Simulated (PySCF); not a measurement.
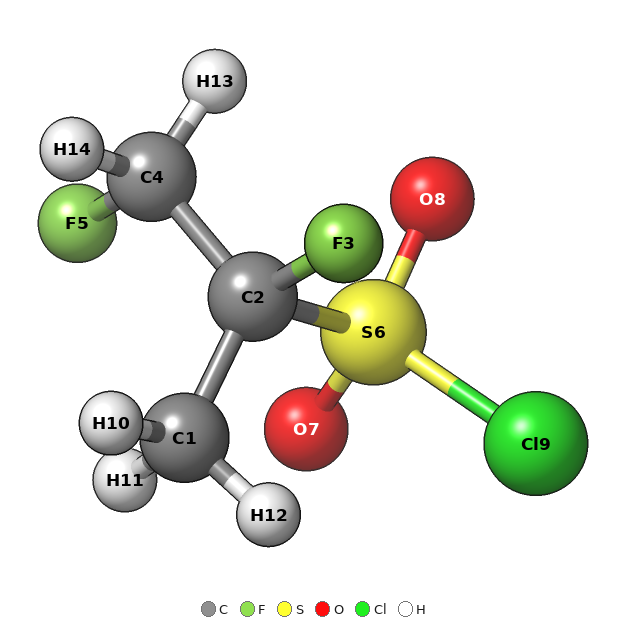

Computed geometry: GFN2-xTB optimisation. No frequency run is at hand to confirm it as a minimum. Electric field gradients from the ground-state density, PBE0/pcSseg-1 (PySCF 2.14.0), non-relativistic apart from any core potentials.

Give the largest field-gradient component, the quadrupole coupling constant and the asymmetry for 33S at S6 (Q = −67.81 mb), 17O at O7 (Q = −25.6 mb), 17O at O8 (Q = −25.6 mb), 35Cl at Cl9 (Q = −81.7 mb), 2H at H10 (Q = 2.86 mb), 2H at H11 (Q = 2.86 mb), 2H at H12 (Q = 2.86 mb), 2H at H13 (Q = 2.86 mb).

```csv
atom,V_zz (a.u.),e²qQ/h (MHz),η
S6,0.947,−15.09,0.03
O7,1.253,−7.54,0.22
O8,1.251,−7.53,0.22
Cl9,3.631,−69.7,0.10
H10,0.309,0.208,0.04
H11,0.302,0.203,0.05
H12,0.304,0.205,0.05
H13,0.277,0.186,0.06
```
